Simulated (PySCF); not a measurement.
## Electronic structure of C4H14B2O2Si (SMILES BOB(C)O[SiH2]C(C)C) in real space

Input file:

```
{"job": {"kind": "nmr", "xc": "PBE0", "basis": "pcSseg-1"}, "charge": 0, "multiplicity": 1}
B      3.400465     0.496156    -1.610654
O      2.773461    -0.009368    -0.589832
B      2.017368    -0.447845     0.401140
C      2.588321    -1.490672     1.472004
O      0.746375    -0.000717     0.519705
Si    -0.331731     1.047999    -0.073947
C     -2.039206     0.227342     0.149017
C     -3.153768     1.206832    -0.206232
C     -2.181618    -1.050934    -0.678558
H      4.032728     1.484490    -1.474479
H      3.354385    -0.053708    -2.655402
H      3.147958    -0.965086     2.242851
H      3.266607    -2.206496     1.015847
H      1.791017    -2.036927     1.966435
H     -0.204653     2.266473     0.733285
H     -0.089265     1.357287    -1.489492
H     -2.164430    -0.048412     1.202484
H     -3.089709     2.102345     0.406750
H     -3.079264     1.506110    -1.249271
H     -4.132818     0.754704    -0.051919
H     -1.395857    -1.760296    -0.427675
H     -3.144992    -1.525212    -0.491033
H     -2.116123    -0.827079    -1.741825
```

Command:

```sh
OMP_NUM_THREADS=1 python probes_run.py task.json out
```

Geometry: GFN2-xTB.

All numbers below come from PBE0/pcSseg-1, SCF density, gas phase, non-relativistic (PySCF 2.14.0).

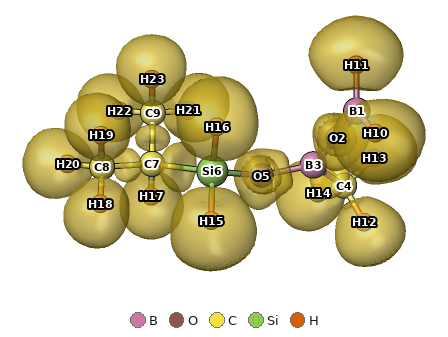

Figure 1. Isosurface of the ELF at 0.8 (yellow), seen from one side. Only the valence region is drawn (cores and ρ < 0.01 e/Å³ removed).

**Where are the electrons localised?**

The ELF exceeds this value in one region between bonded B–C atoms (shared pairs), two regions between bonded C–C atoms (shared pairs), one region between bonded C–Si atoms (shared pairs), 14 regions around hydrogen nuclei and two regions on O in which the atom's valence shell and bonds are merged. Along the contacts the grid gives the following. B–O (1.30 Å): the ELF peaks at about 0.90 between the atoms, as expected for a polar covalent bond. C–C (1.53 Å): the ELF peaks at about 0.95 between the atoms, as expected for localised, covalent bonding.

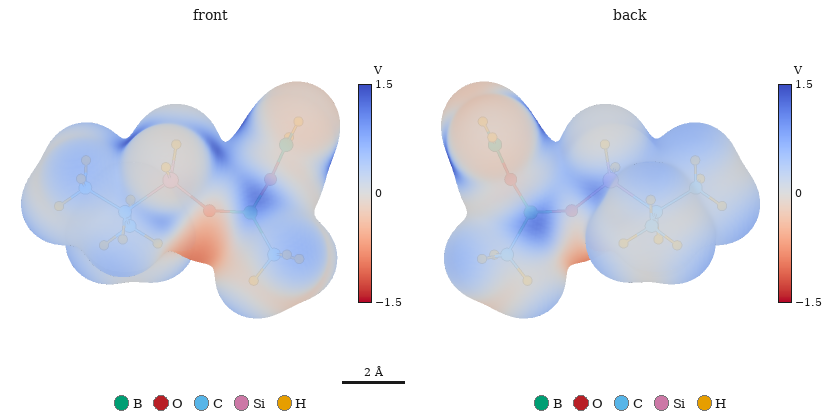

Figure 2. The electrostatic potential painted on the density surface at 0.002 e/bohr³, seen from the front and from behind; red is negative and blue positive.

**Where is the surface potential most negative and most positive?**

The most negative region (about −0.8 V) lies over O5, the most positive (about +1.3 V) over B1 and Si6.

**What dipole moment does the calculation give?**

Its dipole moment is 0.86 D.

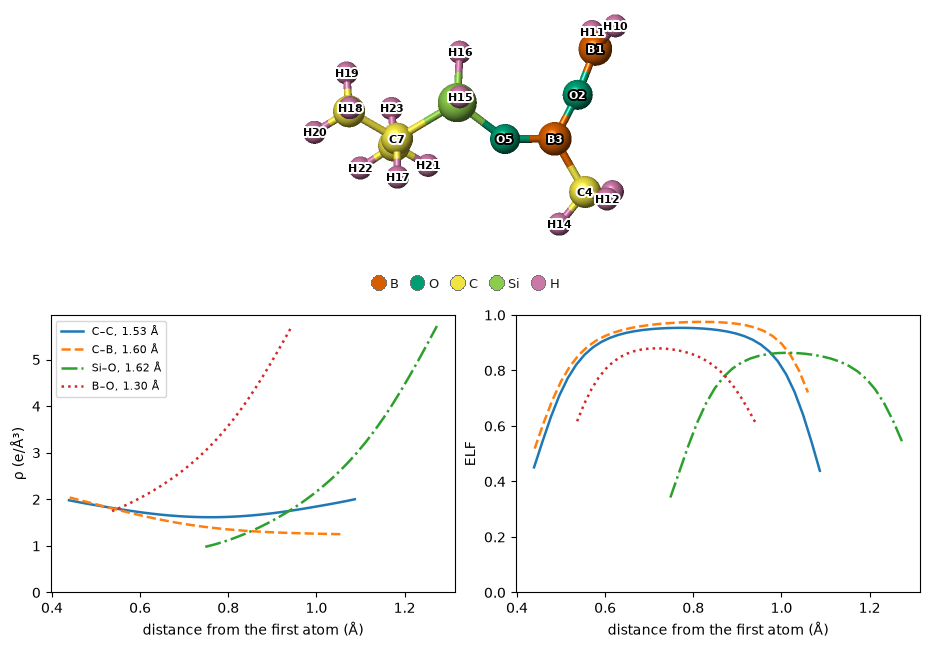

Figure 3. Total electron density and ELF along straight lines between neighbouring atoms. The curves leave out the atomic cores. The structure is drawn too.

**Compare the contacts.**

C–C (1.53 Å): ρ at the midpoint is about 1.6 e/Å³; the ELF peaks at about 0.95 between the atoms: a covalent bond.
C–B (1.60 Å): ρ is about 1.4 e/Å³ halfway; the ELF peaks at about 1 between the atoms, as expected for localised, covalent bonding.
Si–O (1.62 Å): ρ is about 1.2 e/Å³ halfway; the ELF peaks at about 0.85 between the atoms, as expected for a short, strongly polar bond.
B–O (1.30 Å): ρ is about 2.3 e/Å³ halfway; the ELF peaks at about 0.90 between the atoms, as expected for a polar covalent bond.
